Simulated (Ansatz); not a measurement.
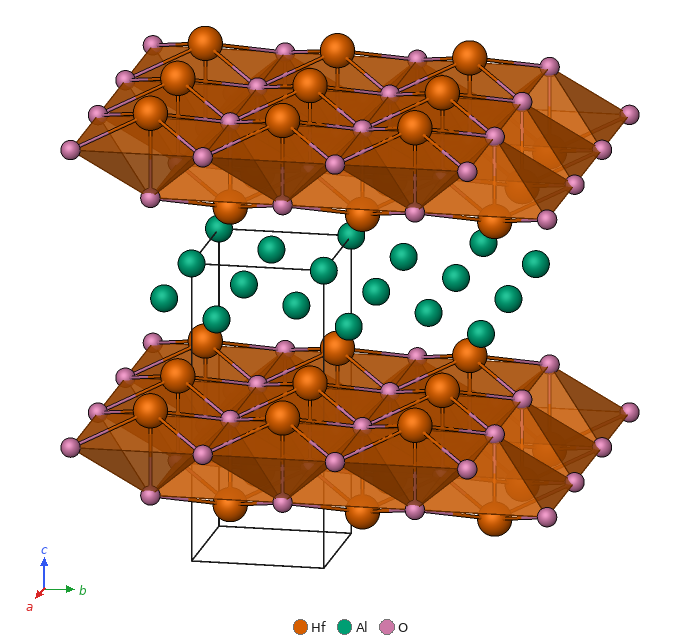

Polyhedra are drawn about Hf (bonds: Hf–O below 2.7 Å); other atoms are plain spheres.

HfAlO (space group P4/nmm, No. 129). Coordinates: the input geometry of an electronic-structure calculation (not necessarily at equilibrium); the starting structure was generated, so it need not be a known form of this composition.

Sharing among the drawn polyhedra:

```json
{"site": "Hf", "polyhedron": "HfO5 square pyramid", "corner-sharing neighbours": "4", "edge-sharing": "8", "face-sharing": "0", "bond (Å)": "2.17–2.44"}
```

They form layers of corner- and edge-sharing square pyramids parallel to (001).
